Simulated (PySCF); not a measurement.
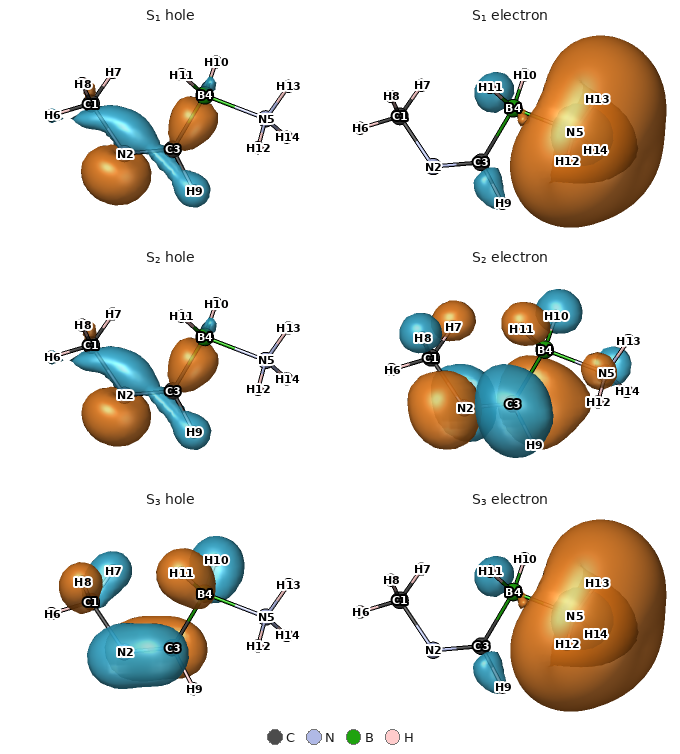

*C2H9BN2, SMILES `C/N=C\[BH2-][NH3+]`. Leading natural transition orbitals (full linear response singlet states).*

PySCF calculation, PBE/cc-pVDZ, gas phase; geometry: GFN2-xTB. No frequency check shows the geometry to be a minimum. Without diffuse functions Rydberg states are missing, so the states' numbers hold for this basis only.

Coordinates in Å:

```
C1      -2.1544    0.4905    0.0001
N2      -1.3941   -0.7319   -0.0001
C3      -0.1274   -0.6621   -0.0001
B4       0.8283    0.6156    0.0008
N5       2.3676    0.0144   -0.0006
H6      -3.2138    0.2316   -0.0008
H7      -1.9295    1.0994   -0.8816
H8      -1.9308    1.0985    0.8797
H9       0.3343   -1.6591   -0.0006
H10      0.7305    1.2680   -0.9927
H11      0.7290    1.2670    0.9951
H12      2.4907   -0.5562    0.8314
H13      3.0325    0.7798   -0.0014
H14      2.4919   -0.5554   -0.8281
```

Describe these excited states.

Answer. By state:
- S₁: 3.50 eV (354 nm), f = 0.004, n → σ*, charge transfer, whose energy this functional puts too low; the leading pair carries 100 %; hole on N2 (56 %), C3 (13 %) and C1 (9 %), electron on H13 (23 %), N5 (22 %) and H12 and H14 (20 % each); their centroids lie 3.8 Å apart.
- S₂: 4.20 eV (295 nm), f = 0.000 (dark); the leading pair carries 100 %; hole on N2 (54 %), C3 (13 %) and C1 (9 %), electron on C3 (33 %), N2 (30 %) and B4 (7 %); their centroids lie 0.8 Å apart.
- S₃: 5.20 eV (238 nm), f = 0.000 (dark), charge transfer, whose energy this functional puts too low; the leading pair carries 100 %; hole on N2 (34 %), C3 (23 %) and B4 (10 %), electron on H13 (23 %), N5 (22 %) and H12 and H14 (20 % each); their centroids lie 3.3 Å apart.

Cost of the run: 2.6 min on 1 thread of Arm Neoverse V2 (shared host), peak memory 0.62 GiB.
